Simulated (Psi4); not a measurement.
# BNH4 (SMILES BN) at HF/def2-SVP (density fitting with cc-pvtz-jkfit, sweep point 4)

Aim: the vertical singlet–triplet gap of BNH4 at HF/def2-SVP (density fitting with cc-pvtz-jkfit, sweep point 4), from 2 runs. 

Program for the calculation: Psi4 1.11.

2 further runs of the same task are left out: 2 set aside as unsound or not needed.

## 1. The system as given

BNH4 has 6 atoms, charge 0, and is taken as a singlet. As SMILES, `BN`. The shape is that of a PBE0-D4/def2-TZVP optimisation.

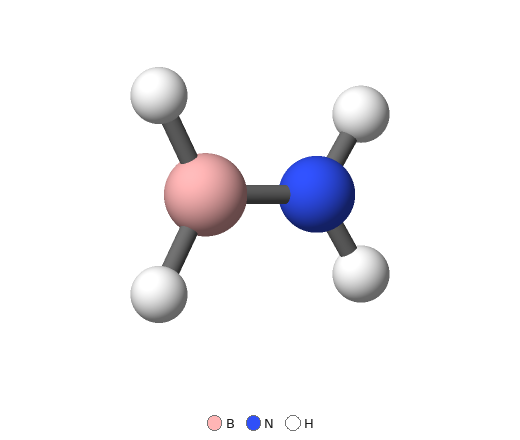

The structure, seen from a chosen angle (boron pink, nitrogen blue, hydrogen white).

## 2. A single-point energy at HF/def2-SVP (density fitting with cc-pvtz-jkfit, sweep point 4)

Input file bh4n.py:

```python
import psi4

psi4.set_memory('1600 MB')
psi4.set_num_threads(1)
psi4.core.set_output_file('output.dat', False)

m = psi4.geometry("""
0 1
B     -0.24226289    -1.28425787    -0.04837699
N      0.27608899     1.28010048     0.02040904
H      0.42670016    -2.58514534     1.67713194
H     -1.34548500    -2.13293388    -1.83152256
H     -0.22979070     2.48253321    -1.36211459
H      1.19430691     2.11913888     1.45754576
units au
symmetry c1
""")

psi4.set_options({
    'basis': 'def2-SVP',
    'puream': True,
    'scf_type': 'df',
    'df_basis_scf': 'cc-pvtz-jkfit',
})

result, w = psi4.energy("scf", molecule=m, return_wfn=True)
print('E =', round(result, 9))
for k, v in sorted(psi4.core.scalar_variables().items()):
    print(f'{k:45s} {v:18.10f}')
```

Command:

```bash
$ python bh4n.py
```

output.dat, cut to the lines that bear on the results:

```text
[...]
  Running in c1 symmetry.
[...]
  Nuclear repulsion =   32.316093054913715
[...]
  Multiplicity = 1
[...]
  Nalpha       = 8
  Nbeta        = 8
[...]
    Number of basis functions: 48
[...]
   @DF-RHF iter   1:   -81.36941816439662   -6.92817e-01   7.43379e-03 DIIS/ADIIS
[...]
   @DF-RHF iter   8:   -81.43459798641209   -5.14294e-09   2.33544e-07 DIIS
[...]
    Orbital Energies [Eh]
    ---------------------
    Doubly Occupied:
       1A    -15.557777     2A     -7.589249     3A     -1.145132
       4A     -0.712168     5A     -0.683594     6A     -0.550148
       7A     -0.459676     8A     -0.439201
[...]
  @DF-RHF Final Energy:   -81.43459798641209
   => Energetics <=
    Nuclear Repulsion Energy =             32.3160930549137149
    One-Electron Energy =                -173.2274929258456098
    Two-Electron Energy =                  59.4768018845198014
    Total Energy =                        -81.4345979864120864
[...]
 Multipole Moments:
 ------------------------------------------------------------------------------------
     Multipole            Electronic (a.u.)      Nuclear  (a.u.)        Total (a.u.)
 ------------------------------------------------------------------------------------
 L = 1.  Multiply by 2.5417464519 to convert [e a0] to [Debye]
 Dipole X            :          0.0682298            0.0811556            0.1493854
 Dipole Y            :          0.3380373            0.4016450            0.7396823
 Dipole Z            :          0.0090918            0.0107185            0.0198103
 Magnitude           :                                                    0.7548764
[...]
```

The script printed:

```text
E = -81.434597986
CURRENT ENERGY                                    -81.4345979864
CURRENT REFERENCE ENERGY                          -81.4345979864
DD SOLVATION ENERGY                                 0.0000000000
HF KINETIC ENERGY                                  81.0093292525
HF POTENTIAL ENERGY                              -162.4439272389
HF TOTAL ENERGY                                   -81.4345979864
HF VIRIAL RATIO                                     2.0052496267
NUCLEAR REPULSION ENERGY                           32.3160930549
ONE-ELECTRON ENERGY                              -173.2274929258
PCM POLARIZATION ENERGY                             0.0000000000
PE ENERGY                                           0.0000000000
SCF ITERATION ENERGY                              -81.4345979864
SCF ITERATIONS                                      8.0000000000
SCF TOTAL ENERGY                                  -81.4345979864
TWO-ELECTRON ENERGY                                59.4768018845
```

Wall time 1.3 s (1 thread of Intel Xeon 6975P-C (Granite Rapids), shared host); peak memory 0.18 GiB.

## 3. The triplet at the same level

Input file calc.py:

```python
import psi4

psi4.set_memory('1600 MB')
psi4.set_num_threads(1)
psi4.set_output_file('bh4n.out', False)

m = psi4.geometry("""
0 3
B     -0.24226289    -1.28425787    -0.04837699
N      0.27608899     1.28010048     0.02040904
H      0.42670016    -2.58514534     1.67713194
H     -1.34548500    -2.13293388    -1.83152256
H     -0.22979070     2.48253321    -1.36211459
H      1.19430691     2.11913888     1.45754576
units bohr
symmetry c1
""")

psi4.set_options({
    'reference': 'uhf',
    'puream': True,
    'scf_type': 'df',
    'df_basis_scf': 'cc-pvtz-jkfit',
    'maxiter': 150,
})

result, w = psi4.energy('hf/def2-SVP', return_wfn=True)
print('E =', round(result, 9))
```

Command:

```bash
$ python calc.py
```

bh4n.out, cut to the lines that bear on the results:

```text
[...]
  Running in c1 symmetry.
[...]
  Nuclear repulsion =   32.316093054913715
[...]
  Multiplicity = 3
[...]
  Nalpha       = 9
  Nbeta        = 7
[...]
    Number of basis functions: 48
[...]
   @DF-UHF iter   1:   -81.07131230462726   -3.94711e-01   8.51622e-03 ADIIS/DIIS
[...]
   @DF-UHF iter  10:   -81.16747344649177   -7.26742e-09   3.17994e-07 DIIS
[...]
   @S^2 Observed:                2.020335288E+00
[...]
    Orbital Energies [Eh]
    ---------------------
    Alpha Occupied:
       1A    -15.518925     2A     -7.592119     3A     -1.133982
       4A     -0.775389     5A     -0.686480     6A     -0.597117
       7A     -0.574171     8A     -0.470758     9A     -0.180021
    Alpha Virtual:
      10A      0.183238    11A      0.235154    12A      0.244188
      13A      0.296542    14A      0.311069    15A      0.326678
      16A      0.409570    17A      0.462065    18A      0.739946
      19A      0.779841    20A      0.787687    21A      0.824355
      22A      0.995125    23A      1.048272    24A      1.054665
      25A      1.080713    26A      1.145889    27A      1.262372
[...]
  @DF-UHF Final Energy:   -81.16747344649177
   => Energetics <=
    Nuclear Repulsion Energy =             32.3160930549137149
    One-Electron Energy =                -173.0578043824677934
    Two-Electron Energy =                  59.5742378810623094
    Total Energy =                        -81.1674734464917549
  UHF NO Occupations:
  HONO-2 :    7  A 1.9919819
  HONO-1 :    8  A 1.0000000
[...]
 Multipole Moments:
 ------------------------------------------------------------------------------------
     Multipole            Electronic (a.u.)      Nuclear  (a.u.)        Total (a.u.)
 ------------------------------------------------------------------------------------
 L = 1.  Multiply by 2.5417464519 to convert [e a0] to [Debye]
 Dipole X            :         -0.0232277            0.0811556            0.0579279
 Dipole Y            :         -0.1160699            0.4016450            0.2855751
 Dipole Z            :         -0.0027987            0.0107185            0.0079197
 Magnitude           :                                                    0.2914987
[...]
```

Standard output:

```text
E = -81.167473446
```

Wall time 1.2 s (1 thread of Intel Xeon 6975P-C (Granite Rapids), shared host); peak memory 0.19 GiB.

## 4. What came out

At HF/def2-SVP (density fitting with cc-pvtz-jkfit, sweep point 4):

| quantity | value |
| --- | --- |
| singlet: total energy | -81.43460 Eh |
| singlet: dipole moment | 1.92 D |
| singlet: HOMO energy | -11.95 eV |
| singlet: LUMO energy | 4.16 eV |
| singlet: HOMO–LUMO gap | 16.11 eV |
| triplet: total energy | -81.16747 Eh |
| triplet: dipole moment | 0.74 D |
| triplet: HOMO energy (highest over α and β) | -4.90 eV |
| triplet: LUMO energy (lowest over α and β) | -2.51 eV |
| triplet: ⟨S²⟩ | 2.020 |
| vertical energy of the triplet above the singlet | 7.269 eV |

What this shows: At this shape the triplet lies 7.27 eV (701 kJ/mol) above the singlet.
